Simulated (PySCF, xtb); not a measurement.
Dissociation curve of GaN, triplet.

Levels of theory: GFN1-xTB (xtb); UCCSD(T) = CCSD(T) on UHF/cc-pVDZ, 10 core orbitals frozen run with PySCF; UKS-CAM-B3LYP = unrestricted CAM-B3LYP/cc-pVDZ (PySCF 2.14.0); UKS-wB97X-V = PySCF with unrestricted wB97X-V/cc-pVDZ.

Energies are in kJ/mol, each relative to the lowest point of its own curve near equilibrium.

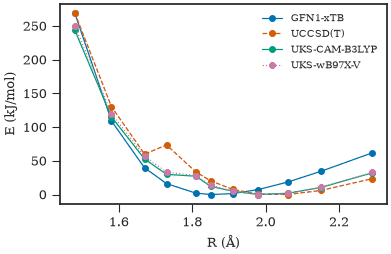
Figure: Energy against bond length for each method.

| R / Å | GFN1-xTB | UCCSD(T) | UKS-CAM-B3LYP | UKS-wB97X-V |
|---|---|---|---|---|
| 1.48 | 269.1 | 269.3 | 243.9 | 250.3 |
| 1.58 | 109.0 | 130.3 | 115.1 | 120.0 |
| 1.67 | 39.7 | 60.0 | 52.8 | 56.8 |
| 1.73 | 16.1 | 73.4 | 29.9 | 33.4 |
| 1.81 | 2.0 | 33.4 | 27.1 | 27.9 |
| 1.85 | 0.0 | 20.4 | 12.1 | 14.0 |
| 1.91 | 1.3 | 7.6 | 4.9 | 5.1 |
| 1.98 | 7.4 | 0.6 | 0.0 | 0.0 |
| 2.06 | 18.4 | 0.0 | 1.8 | 1.8 |
| 2.15 | 34.3 | 5.9 | 10.4 | 10.5 |
| 2.29 | 61.6 | 23.3 | 31.9 | 32.7 |

At the longest distance, 2.29 Å, GFN1-xTB lies highest above its minimum (61.6 kJ/mol) and UCCSD(T) lowest (23.3 kJ/mol).

The scan ran from 1.48 to 7.44 Å; beyond the distances shown one of the unrestricted levels run for this scan, shown here or not, changes its spin distribution in one step. The unrestricted determinant behind UCCSD(T) is spin-contaminated at 1.58 to 1.73, 2.29 Å (<S²> up to 2.2, against 2.00 for a pure triplet).
